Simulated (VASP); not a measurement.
Band structure of Zn₃CdO₄ (space group P3m1). Level of theory: LDA (Ceperley-Alder, Perdew-Zunger), VASP's LDA PAW potentials (set 64) (plane waves; VASP).

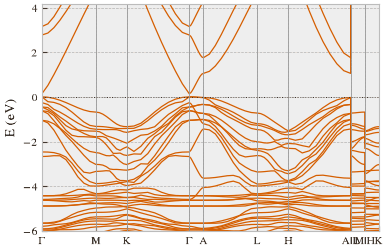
Figure: Bands along high-symmetry lines, zero at the valence-band maximum or, without a gap, the Fermi level

Task: Read the plot: is there a gap, and where are the band edges?

Result: The gap is direct, 0.14 eV, from the valence maximum at Γ to the conduction minimum at Γ. (Edges off the drawn lines would not show.)

The structure comes from a computed database's Zn3CdO4 entry (P3m1); how it stands against other phases isn't given here. It was relaxed first, which changed the volume by -8 %.
